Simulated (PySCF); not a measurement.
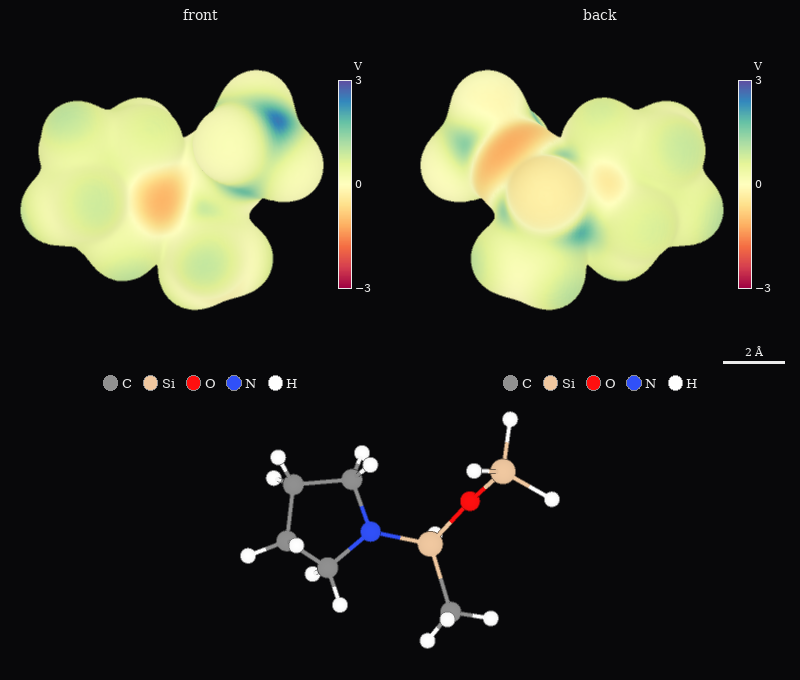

The picture shows: C5H15NOSi2. The electrostatic potential painted on the density surface at 0.004 e/bohr³, seen from the front and from behind; red is negative and blue positive. The bare structure is drawn below in the same view.

Geometry: GFN2-xTB.

Level of theory: PBE0/pcSseg-1, SCF density, gas phase, non-relativistic (PySCF).

```xyz
24

C     1.2462   -2.3334   -0.8101
Si    1.0062   -0.4694   -1.0338
O     2.2087    0.3755   -0.3355
Si    3.1887    0.8499    0.8553
N    -0.4521    0.0092   -0.2782
C    -0.7049    1.3753    0.1599
C    -2.2177    1.4683    0.3704
C    -2.6159    0.0168    0.6241
C    -1.6996   -0.7247   -0.3430
H     1.1429   -2.6357    0.2281
H     2.2370   -2.6267   -1.1405
H     0.5273   -2.8966   -1.3957
H     1.1517   -0.0636   -2.4418
H     3.5866    2.2067    0.4849
H     2.4720    0.8325    2.1324
H     4.3206   -0.0760    0.8903
H    -0.1634    1.5564    1.0952
H    -0.3478    2.1027   -0.5737
H    -2.7024    1.8287   -0.5381
H    -2.4812    2.1319    1.1917
H    -2.3797   -0.2652    1.6506
H    -3.6706   -0.1756    0.4359
H    -2.1244   -0.6994   -1.3575
H    -1.5399   -1.7679   -0.0690
```

### Describe the electrostatic potential map.

The most negative region (about −1.1 V) lies over O3 and N5, the most positive (about +2.2 V) over Si4.

### How polar is the molecule by this calculation?

Its dipole moment is 1.50 D.
